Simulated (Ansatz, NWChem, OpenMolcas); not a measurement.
## How basis sets differ on C3H10Si (trimethylsilane)

C3H10Si has 14 atoms, charge 0, and is taken as a singlet. SMILES: `C[SiH](C)C`. The coordinates come from a PBE0-D4/def2-TZVP relaxation.

Quantity: the HOMO–LUMO gap, in eV. The values are calculated.

```json
{"level": "HF/STO-3G", "kind": "Hartree–Fock", "program": "NWChem", "value (eV)": "24.34", "CPU time": "6.8 s"}
{"level": "HF/3-21G", "kind": "Hartree–Fock", "program": "NWChem", "value (eV)": "17.88", "CPU time": "7 s"}
{"level": "HF/cc-pVDZ", "kind": "Hartree–Fock", "program": "OpenMolcas", "value (eV)": "16.28", "CPU time": "20 s"}
{"level": "HF/def2-SVP", "kind": "Hartree–Fock", "program": "NWChem", "value (eV)": "16.23", "CPU time": "33 s"}
{"level": "HF/IGLO-II (density fitting with def2-universal-jkfit)", "kind": "Hartree–Fock", "program": "Ansatz", "value (eV)": "15.64", "CPU time": "1.4 s"}
```

The values span 15.64 to 24.34 eV. A Hartree–Fock LUMO above zero doesn't converge with the basis: it sinks as sets grow more diffuse. Orbital gaps aren't excitation energies. CPU times are rough (shared hosts, several kinds of processor): they show what a rung costs within a factor of a few.

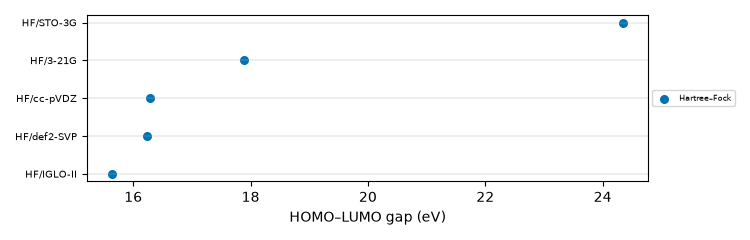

The values of the table, level by level.
